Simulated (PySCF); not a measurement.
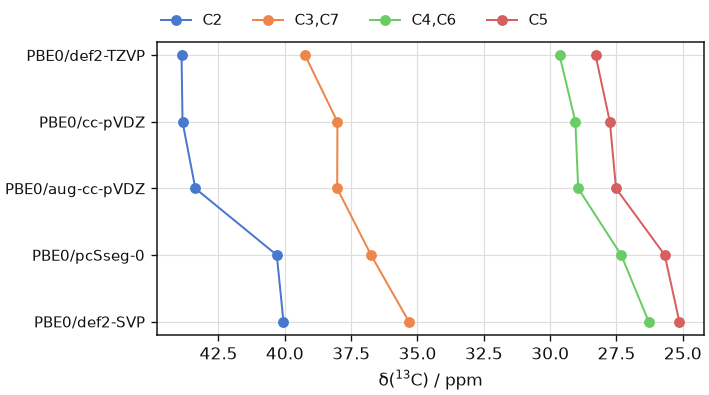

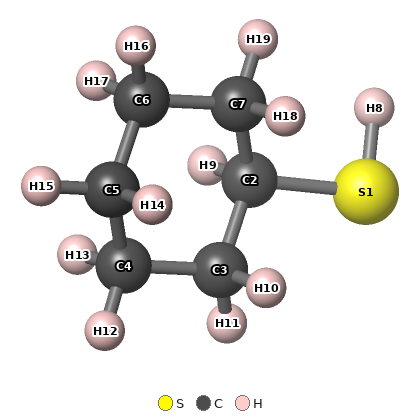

GIAO ¹³C shifts of C₆H₁₂S, SMILES SC1CCCCC1 at several levels, one geometry, PySCF 2.14.0, at a PBE0-D3(BJ)/def2-SVP geometry (no frequency check); values of one conformer, averaged over nuclei that symmetry, rotation about single bonds or ring flips exchange, these motions taken as fast; other conformers aren't averaged in; each against TMS at the same level.

How much does each signal move over these levels?

Answer.
```
 atoms  lowest  highest  spread (ppm)
    C2    40.1     43.9           3.8
C3, C7    35.3     39.2           3.9
C4, C6    26.3     29.6           3.4
    C5    25.1     28.3           3.2
```

Do all levels give the signals in the same order?

Answer. Yes, the order of the signals is the same at every level.
